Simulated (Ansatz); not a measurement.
**SiGeO (singlet): one geometry, many settings**

What do other methods and options give for SiGeO (singlet) at this geometry, and how long do they take?

The runs use Ansatz 0.2.0, Gaussian basis; the settings change from run to run.

31 further runs of the same task are left out: 11 that didn't finish, 20 set aside as unsound or not needed. Runs told in other sessions of the task aren't counted.

## 1. What is computed

The geometry is a PBE0/def2-TZVP stationary point (not a proven minimum) of the parent state, kept for this charge and spin. No spin-orbit coupling is included. The filled d shell of Ge may be among the frozen orbitals whatever the setting's name suggests.

3 atoms, charge 0, spin multiplicity 1.

Atoms are counted from 1 here; the program's logs count them from 0.

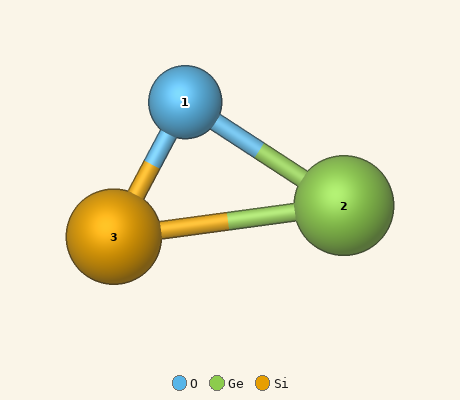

The geometry (oxygen blue, germanium green, silicon amber); atoms are numbered from 1 in the order of the file.

## 2. CCSD on RHF/cc-pVDZ

The input, in.yaml:

```yaml
crystal:
  periodic: [false, false, false]
  atoms:
    - {symbol: O, position_ang: [0.000000, -1.021029, -0.856742]}
    - {symbol: Ge, position_ang: [0.000000, 0.072866, 0.811694]}
    - {symbol: Si, position_ang: [0.000000, 0.393187, -1.611297]}
basis:
  gaussian: {orbitals: cc-pVDZ}
magnetization: {spin_polarized: false}
correlation: {method: ccsd, electrons: outside_noble_gas}
output: {forces: true}
```

Launch:

```console
$ ansatz run in.yaml --threads 1 --pin off --events-out ev --progress --plain --max-ram 2393MiB
```

What it wrote (excerpt; [...] marks lines left out):

```text
Functional definition: HF
  name "HF"
  cite "Fock, Z. Phys. 61, 126 (1930) doi:10.1007/BF01340294"
  parent pbe
[...]
641 factors; integrals over basis functions are off by at most 7.1e-4 eV
[...]
mean field -66371.20399357 eV, -2439.0967587458 hartree, gradient 1.8e-6 eV, S^2 0.000000; 3 other end points of the search recorded, 0 dependent functions left out; unrestricted orbitals would lower it
determinant -66371.20399357 eV, -2439.0967587458 hartree, with singles and doubles -66380.98656516 eV, -2439.4562616210 hartree
determinant -66368.61592448 eV, -2439.0016489609 hartree, with singles and doubles -66378.63545116 eV, -2439.3698597750 hartree
20 core orbitals not correlated: weight in the atoms' cores, before any rotation towards them, 0.998 or more for the frozen orbitals, at most 0.003 for the correlated occupied ones
reference -66371.20399357 eV, -2439.0967587458 hartree; 7, 7 occupied and 32, 32 virtual orbitals, 641 factors
second order -9.20780694 eV of doubles, -0.00000000 eV of singles
cycle   1  -9.78286374 eV  change   -2.9e-4 eV  update   1.7e-3
[...]
cycle  10  -9.78305370 eV  change   -9.7e-7 eV  update   5.4e-7
[...]
Total energy: -66380.98704727 eV, -2439.4562793382 hartree
Atom 0 at     0.000000    -1.021029    -0.856742 Å, force     0.000000    -2.146289     2.058353 eV/Å
Atom 1 at     0.000000     0.072866     0.811694 Å, force    -0.000000    -0.486425    -0.352336 eV/Å
Atom 2 at     0.000000     0.393187    -1.611297 Å, force    -0.000000     2.632713    -1.706017 eV/Å
Dipole moment:     0.000000     0.284921     0.166789 e Å
```

Run time: 3.9 s. Hardware: 1 thread of Arm Neoverse V1, shared host.

From the report: correlation -9.7831 eV; T1 0.028; largest double amplitude 0.12.

## 3. CCSD(T) on RHF/def2-SVPD

Edit in.yaml of step 2 so:

```diff
@@ -7,5 +7,5 @@
 basis:
-  gaussian: {orbitals: cc-pVDZ}
+  gaussian: {orbitals: def2-SVPD}
 magnetization: {spin_polarized: false}
-correlation: {method: ccsd, electrons: outside_noble_gas}
-output: {forces: true}
+correlation: {method: ccsd_t, electrons: outside_noble_gas}
+accuracy: high
```

Same command.

What it wrote (excerpt; [...] marks lines left out):

```text
Functional definition: HF
  name "HF"
  cite "Fock, Z. Phys. 61, 126 (1930) doi:10.1007/BF01340294"
  parent pbe
[...]
1527 factors; integrals over basis functions are off by at most 4.2e-9 eV
[...]
mean field -66360.92130086 eV, -2438.7188767585 hartree, gradient 4.0e-8 eV, S^2 0.000000; 3 other end points of the search recorded, 0 dependent functions left out; unrestricted orbitals would lower it
determinant -66360.92130086 eV, -2438.7188767585 hartree, with singles and doubles -66371.09612893 eV, -2439.0927947935 hartree
determinant -66358.38624013 eV, -2438.6257149949 hartree, with singles and doubles -66368.86483206 eV, -2439.0107961460 hartree
20 core orbitals not correlated: weight in the atoms' cores, before any rotation towards them, 0.998 or more for the frozen orbitals, at most 0.003 for the correlated occupied ones
reference -66360.92130086 eV, -2438.7188767585 hartree; 7, 7 occupied and 58, 58 virtual orbitals, 1527 factors
second order -9.60025923 eV of doubles, -0.00000000 eV of singles
cycle   1  -10.14063291 eV  change   -1.8e-1 eV  update   2.5e-2
[...]
cycle  24  -10.15820029 eV  change   4.1e-10 eV  update   1.4e-9
perturbative correction -0.48925372 eV, -0.0179797427 hartree
Total energy: -66371.56875487 eV, -2439.1101634764 hartree
```

Wall time 9.5 s (1 thread of Arm Neoverse V1, shared host); peak memory 0.31 GiB.

From the report: correlation -10.6475 eV; T1 0.027; largest double amplitude 0.09.

## 4. BCCD on RHF/6-31G

Edit in.yaml of step 3 so:

```diff
@@ -7,5 +7,5 @@
 basis:
-  gaussian: {orbitals: def2-SVPD}
+  gaussian: {orbitals: 6-31G}
 magnetization: {spin_polarized: false}
-correlation: {method: ccsd_t, electrons: outside_noble_gas}
-accuracy: high
+correlation: {method: bccd, electrons: outside_noble_gas}
+scf: {lower_state_search: off}
```

Launched as before.

What it wrote (excerpt; [...] marks lines left out):

```text
Functional definition: HF
  name "HF"
  cite "Fock, Z. Phys. 61, 126 (1930) doi:10.1007/BF01340294"
  parent pbe
[...]
465 factors; integrals over basis functions are off by at most 3.4e-4 eV
[...]
mean field -66360.52558242 eV, -2438.7043343742 hartree, gradient 2.3e-6 eV, S^2 0.000000; 0 other end points of the search recorded, 0 dependent functions left out
20 core orbitals not correlated: weight in the atoms' cores, before any rotation towards them, 0.995 or more for the frozen orbitals, at most 0.006 for the correlated occupied ones
reference -66360.52558242 eV, -2438.7043343742 hartree; 7, 7 occupied and 24, 24 virtual orbitals, 465 factors
second order -6.18600000 eV of doubles, -0.00000000 eV of singles
cycle   1  -5.87353072 eV  change    3.1e-1 eV  update   1.4e-1
[...]
cycle  12  -6.39576963 eV  change   -1.5e-5 eV  update   6.0e-6
Total energy: -66366.92135205 eV, -2438.9393745729 hartree
Checks for a lower state left out: stability, starts, cluster_reference, orbital_swaps, neighbouring_geometries, increment
```

Wall time 0.72 s (1 thread of Arm Neoverse V1, shared host).

From the report: correlation -6.3958 eV; largest double amplitude 0.12.

## 5. HF/STO-3G

Edit in.yaml of step 4 so:

```diff
@@ -7,5 +7,5 @@
 basis:
-  gaussian: {orbitals: 6-31G}
+  gaussian: {orbitals: STO-3G}
 magnetization: {spin_polarized: false}
-correlation: {method: bccd, electrons: outside_noble_gas}
-scf: {lower_state_search: off}
+hamiltonian: {xc: hf}
+output: {orbitals: {seedname: orbitals}}
```

The command is unchanged.

What it wrote:

```text
Functional definition: HF
  name "HF"
  cite "Fock, Z. Phys. 61, 126 (1930) doi:10.1007/BF01340294"
  parent pbe
  exchange = exact_x
  correlation = 0
344 factors; integrals over basis functions are off by at most 1.9e-5 eV
mean field evaluation 1: about -65606.9329 eV, gradient 2.4e1 eV
mean field evaluation 2: about -65606.9767 eV, gradient 2.4e1 eV
mean field evaluation 4: about -65609.2700 eV, gradient 1.1e0 eV
mean field evaluation 8: about -65609.2791 eV, gradient 1.5e-2 eV
mean field -65609.27913295 eV, -2411.0965365691 hartree, gradient 2.0e-5 eV, S^2 0.000000; 0 other end points of the search recorded, 0 dependent functions left out
reference -65609.27913295 eV, -2411.0965365691 hartree; 27, 27 occupied and 5, 5 virtual orbitals, 344 factors
Total energy: -65609.27913295 eV, -2411.0965365691 hartree
```

Run time: 0.18 s. Hardware: 1 thread of Arm Neoverse V1, shared host.

## 6. MP2 on RHF/def2-mTZVP

Edit in.yaml of step 5 so:

```diff
@@ -7,5 +7,5 @@
 basis:
-  gaussian: {orbitals: STO-3G}
+  gaussian: {orbitals: def2-mTZVP}
 magnetization: {spin_polarized: false}
-hamiltonian: {xc: hf}
-output: {orbitals: {seedname: orbitals}}
+correlation: {method: mp2, electrons: valence}
+output: {forces: true}
```

Same command.

What it wrote (excerpt; [...] marks lines left out):

```text
Functional definition: HF
  name "HF"
  cite "Fock, Z. Phys. 61, 126 (1930) doi:10.1007/BF01340294"
  parent pbe
[...]
729 factors; integrals over basis functions are off by at most 7.8e-4 eV
[...]
mean field -66372.99811511 eV, -2439.1626914962 hartree, gradient 1.6e-6 eV, S^2 0.000000; 3 other end points of the search recorded, 0 dependent functions left out; unrestricted orbitals would lower it
15 core orbitals not correlated: weight in the atoms' cores, before any rotation towards them, 1.000 or more for the frozen orbitals, at most 0.000 for the correlated occupied ones
reference -66372.99811511 eV, -2439.1626914962 hartree; 12, 12 occupied and 55, 55 virtual orbitals, 729 factors
second order -12.99366939 eV of doubles, -0.00000000 eV of singles
[...]
Total energy: -66385.99178449 eV, -2439.6402000387 hartree
Atom 0 at     0.000000    -1.021029    -0.856742 Å, force    -0.000000    -1.635808     1.766199 eV/Å
Atom 1 at     0.000000     0.072866     0.811694 Å, force     0.000000    -0.431395    -0.681242 eV/Å
Atom 2 at     0.000000     0.393187    -1.611297 Å, force     0.000000     2.067203    -1.084958 eV/Å
Dipole moment:    -0.000000     0.296725     0.127149 e Å
```

Wall time 3.9 s (1 thread of Arm Neoverse V1, shared host).

## 7. BCCD(T)/cc-pVDZ

Edit in.yaml of step 6 so:

```diff
@@ -7,5 +7,5 @@
 basis:
-  gaussian: {orbitals: def2-mTZVP}
+  gaussian: {orbitals: cc-pVDZ}
 magnetization: {spin_polarized: false}
-correlation: {method: mp2, electrons: valence}
-output: {forces: true}
+hamiltonian: {xc: {name: PBE0}}
+correlation: {method: bccd_t, electrons: valence}
```

Launched as before.

What it wrote (excerpt; [...] marks lines left out):

```text
Functional definition: PBE0
  name "PBE0"
  cite "Adamo & Barone, J. Chem. Phys. 110, 6158 (1999) doi:10.1063/1.478522"
  cite "Perdew, Burke & Ernzerhof, Phys. Rev. Lett. 77, 3865 (1996) doi:10.1103/PhysRevLett.77.3865"
  parent pbe
[...]
641 factors; integrals over basis functions are off by at most 7.1e-4 eV
[...]
mean field -66428.44090240 eV, -2441.2001763487 hartree, gradient 1.7e-6 eV, S^2 0.000000; 0 other end points of the search recorded, 0 dependent functions left out; unrestricted orbitals would lower it
15 core orbitals not correlated: weight in the atoms' cores, before any rotation towards them, 1.000 or more for the frozen orbitals, at most 0.000 for the correlated occupied ones
reference -66370.62042283 eV, -2439.0753129166 hartree; 12, 12 occupied and 32, 32 virtual orbitals, 641 factors
second order -10.45677642 eV of doubles, -0.42601554 eV of singles
cycle   1  -9.98949779 eV  change    8.7e-1 eV  update   1.6e-1
[...]
cycle  10  -10.71751078 eV  change   -1.9e-5 eV  update   3.0e-5
perturbative correction -0.52242021 eV, -0.0191985885 hartree
Total energy: -66381.86035381 eV, -2439.4883727616 hartree
```

It took 3.2 s on 1 thread of Arm Neoverse V1, shared host.

From the report: correlation -11.2399 eV; largest double amplitude 0.11.

## 8. CCSD on RHF/def2-mTZVP

Edit in.yaml of step 7 so:

```diff
@@ -7,5 +7,4 @@
 basis:
-  gaussian: {orbitals: cc-pVDZ}
+  gaussian: {orbitals: def2-mTZVP}
 magnetization: {spin_polarized: false}
-hamiltonian: {xc: {name: PBE0}}
-correlation: {method: bccd_t, electrons: valence}
+correlation: {method: ccsd, electrons: outside_noble_gas}
```

The command is unchanged.

What it wrote (excerpt; [...] marks lines left out):

```text
Functional definition: HF
  name "HF"
  cite "Fock, Z. Phys. 61, 126 (1930) doi:10.1007/BF01340294"
  parent pbe
[...]
729 factors; integrals over basis functions are off by at most 7.8e-4 eV
[...]
mean field -66372.99811511 eV, -2439.1626914962 hartree, gradient 1.6e-6 eV, S^2 0.000000; 3 other end points of the search recorded, 0 dependent functions left out; unrestricted orbitals would lower it
determinant -66372.99811511 eV, -2439.1626914962 hartree, with singles and doubles -66383.19949563 eV, -2439.5375853158 hartree
determinant -66370.44510037 eV, -2439.0688699349 hartree, with singles and doubles -66380.92781944 eV, -2439.4541027555 hartree
20 core orbitals not correlated: weight in the atoms' cores, before any rotation towards them, 0.998 or more for the frozen orbitals, at most 0.003 for the correlated occupied ones
reference -66372.99811511 eV, -2439.1626914962 hartree; 7, 7 occupied and 55, 55 virtual orbitals, 729 factors
second order -9.73463009 eV of doubles, -0.00000000 eV of singles
cycle   1  -10.16701514 eV  change   -1.7e-1 eV  update   2.0e-2
[...]
cycle  10  -10.18229388 eV  change    7.5e-6 eV  update   6.1e-6
Total energy: -66383.18040899 eV, -2439.5368838944 hartree
```

Wall time 5 s (1 thread of Arm Neoverse V1, shared host).

From the report: correlation -10.1823 eV; T1 0.027; largest double amplitude 0.11.

## 9. MP2 on UHF/cc-pVDZ

Edit in.yaml of step 8 so:

```diff
@@ -7,4 +7,4 @@
 basis:
-  gaussian: {orbitals: def2-mTZVP}
-magnetization: {spin_polarized: false}
-correlation: {method: ccsd, electrons: outside_noble_gas}
+  gaussian: {orbitals: cc-pVDZ}
+magnetization: {spin_polarized: true, initial_magnetization: 0}
+correlation: {method: mp2, electrons: outside_noble_gas}
```

Launched as before.

What it wrote (excerpt; [...] marks lines left out):

```text
Functional definition: HF
  name "HF"
  cite "Fock, Z. Phys. 61, 126 (1930) doi:10.1007/BF01340294"
  parent pbe
[...]
641 factors; integrals over basis functions are off by at most 7.1e-4 eV
[...]
mean field -66371.31943454 eV, -2439.1010011231 hartree, gradient 2.0e-6 eV, S^2 0.597089; 14 other end points of the search recorded, 0 dependent functions left out
20 core orbitals not correlated: weight in the atoms' cores, before any rotation towards them, 0.997 or more for the frozen orbitals, at most 0.003 for the correlated occupied ones
reference -66371.31943454 eV, -2439.1010011231 hartree; 7, 7 occupied and 32, 32 virtual orbitals, 641 factors
second order -8.92623833 eV of doubles, -0.00000000 eV of singles
Total energy: -66380.24567287 eV, -2439.4290343313 hartree
```

Wall time 6.5 s (1 thread of Arm Neoverse V1, shared host).

From the report: ⟨S²⟩ of the determinant 0.597 (pure singlet: 0.00). The determinant of MP2 (⟨S²⟩ 0.60) is far from a pure spin state, so its energy mixes those of several spin states; that is harmless only where they are near-degenerate.

## 10. NEVPT2(2,5)/cc-pVDZ

The input, in.yaml:

```yaml
crystal:
  periodic: [false, false, false]
  atoms:
    - {symbol: O, position_ang: [0.000000, -1.021029, -0.856742]}
    - {symbol: Ge, position_ang: [0.000000, 0.072866, 0.811694]}
    - {symbol: Si, position_ang: [0.000000, 0.393187, -1.611297]}
basis:
  gaussian: {orbitals: cc-pVDZ, fitting: {mean_field: def2-universal-jkfit}}
correlation: {method: sc_nevpt2, electrons: outside_noble_gas, active_space: {window: {electrons: 2, orbitals: 5}}}
```

The command is unchanged.

What it wrote (excerpt; [...] marks lines left out):

```text
Functional definition: HF
  name "HF"
  cite "Fock, Z. Phys. 61, 126 (1930) doi:10.1007/BF01340294"
  parent pbe
[...]
471 factors; integrals over basis functions are off by at most 8.5e-2 eV
[...]
mean field -66371.20157162 eV, -2439.0966697406 hartree, gradient 2.5e-6 eV, S^2 0.000000; 3 other end points of the search recorded, 0 dependent functions left out; unrestricted orbitals would lower it
reference -66371.20157162 eV, -2439.0966697406 hartree; 27, 27 occupied and 32, 32 virtual orbitals, 471 factors
state -66371.98096921 eV, -2439.1253120739 hartree
state -66371.98096921 eV, -2439.1253120739 hartree; corrected -66380.25781326 eV, -2439.4294804825 hartree
state -66371.89072339 eV, -2439.1219956012 hartree
state -66371.89072339 eV, -2439.1219956012 hartree; corrected -66379.87917889 eV, -2439.4155659260 hartree
state -66371.98096921 eV, -2439.1253120739 hartree; corrected -66380.25781326 eV, -2439.4294804825 hartree
the orbitals are reached from a further start. From the first start the search ends at -66371.89070575 eV, -2439.1219949531 hartree
Total energy: -66380.25781326 eV, -2439.4294804825 hartree
```

Run time: 11 s. Hardware: 1 thread of Arm Neoverse V1, shared host.

From the report: 17 determinants; active occupations 1.93, 0.04, 0.02, 0.01, 0.00.

## 11. The runs in one table

Where basis and cores are those of an earlier RCCSDT(Q)/cc-pVDZ run (-66381.4996 eV), and the records show the same count of frozen orbitals and kind of state, the miss against it is given; a blank cell means that this couldn't be shown.

```
                             level         correlated  functions  energy (eV)  from RCCSDT(Q) (meV)    time
               CCSD on RHF/cc-pVDZ  outside noble gas         59  -66380.9870                 512.6   3.9 s
          CCSD(T) on RHF/def2-SVPD  outside noble gas         85  -66371.5688                         9.5 s
                 BCCD on RHF/6-31G  outside noble gas         51  -66366.9214                        0.72 s
                         HF/STO-3G                            32  -65609.2791                        0.18 s
             MP2 on RHF/def2-mTZVP            valence         82  -66385.9918                         3.9 s
BCCD(T)/cc-pVDZ (on PBE0 orbitals)            valence         59  -66381.8604                         3.2 s
            CCSD on RHF/def2-mTZVP  outside noble gas         82  -66383.1804                           5 s
                MP2 on UHF/cc-pVDZ  outside noble gas         59  -66380.2457                1253.9   6.5 s
               NEVPT2(2,5)/cc-pVDZ  outside noble gas         59  -66380.2578                1241.8    11 s
```

## 12. Results

| quantity | value |
| --- | --- |
| runs | 9 |
| quickest | HF/STO-3G, 0.18 s |
| slowest | NEVPT2(2,5)/cc-pVDZ, 11 s |

In words: Total energies in different bases, with other cores or another treatment of relativity can't be set against each other. «valence» and «outside noble gas» are the program's key words; the logs give how many orbitals each freezes, and for Ga to Kr the 3d shell needn't follow the word's plain sense. NEVPT2(2,5)/cc-pVDZ took 61 times as long as HF/STO-3G; the jobs differ in more than the method. Among the correlated runs with a miss given, it spans +513 to +1254 meV.
